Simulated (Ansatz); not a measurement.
SrTiO₄

```xyz
24
Lattice="0.0000 5.3076 0.0000 5.3076 0.0000 0.0000 0.0000 0.0000 -11.5176" Properties=species:S:1:pos:R:3 pbc="T T T"
Sr    2.6538    0.0000   -8.6382
Sr    0.0000    2.6538   -2.8794
Sr    0.0000    0.0000   -5.7588
Sr    2.6538    2.6538    0.0000
Ti    0.0000    2.6538   -8.6382
Ti    2.6538    0.0000   -2.8794
Ti    0.0000    0.0000    0.0000
Ti    2.6538    2.6538   -5.7588
O     0.8069    1.3871   -7.6749
O     3.4607    4.0410   -1.9161
O     1.2667    0.8069  -10.5543
O     3.9205    3.4607   -4.7955
O     1.8469    1.2667   -1.9161
O     4.5008    3.9205   -7.6749
O     1.3871    1.8469   -4.7955
O     4.0410    4.5008  -10.5543
O     1.8469    3.9205   -6.7222
O     4.5008    1.2667   -0.9633
O     4.0410    1.8469   -9.6016
O     1.3871    4.5008   -3.8427
O     3.4607    1.3871   -6.7222
O     0.8069    4.0410   -0.9633
O     1.2667    3.4607   -9.6016
O     3.9205    0.8069   -3.8427
```

Space group I4₁/a; built by placing these elements on a known structure type; not relaxed (largest force 1.0 eV/Å); computed pressure about 8 GPa in this cell; computed without spin polarisation.

These are results of Ansatz 0.2.0, DFT, PAW plane waves, r2SCAN, not measurements.

The density is the valence pseudo-density of a PAW calculation; it isn't the true density close to the nuclei.

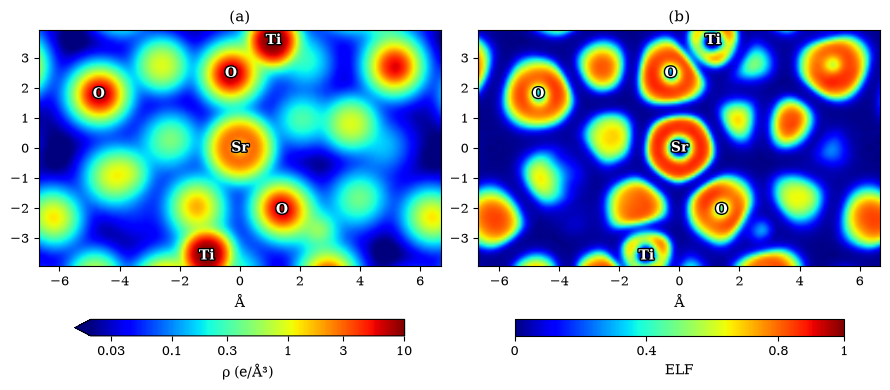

Figure 1. (a) valence electron density; (b) ELF on the (111) plane of the conventional cell.

**Describe what can be read from this map.**

Atoms in the plane: Sr, Ti and O.
Atoms just off the plane (Sr, 0.9 Å away, Ti, 0.9 Å away and O, 0.3 Å away) can leave unmarked features too.
Ti–O (1.78 Å): the density is about 1.1 e/Å³ at the midpoint; the ELF peaks at about 0.80 in the valence shell of O, 0.6 Å from its nucleus, and is about 0.30 at the midpoint (no shared electron pair shows on this line).
Sr–O (2.50 Å): the density is about 0.24 e/Å³ at the midpoint; the ELF is about 0.10 at the midpoint: a largely ionic contact.
Between the atoms the lowest density in this plane is 0.02 e/Å³.
The features right at Sr and Ti lie inside the PAW spheres, where the map follows smoothed inner orbitals and isn't to be read closely.

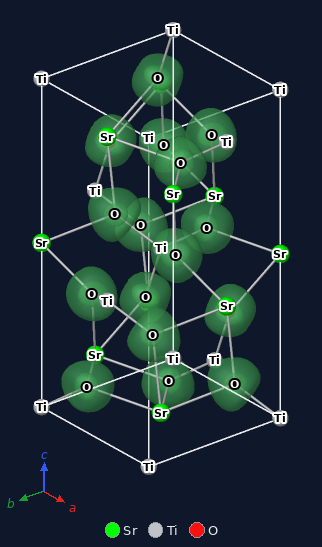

Figure 2. Isosurface of the ELF at 0.75 (green), seen at an oblique angle. Only the valence region is drawn (cores and ρ < 0.01 e/Å³ removed). Sticks mark near contacts.

**What do the ELF domains correspond to?**

The ELF exceeds this value in 16 regions wrapped around O (the valence shell of each), counted in one cell of 24 atoms. Any copies at cell faces, edges or corners count once.

**How much charge does the calculation move between the atoms?**

Electrons move from Sr and Ti towards O. Bader charges: Sr +1.65, Ti +2.23 and O −0.97 e.
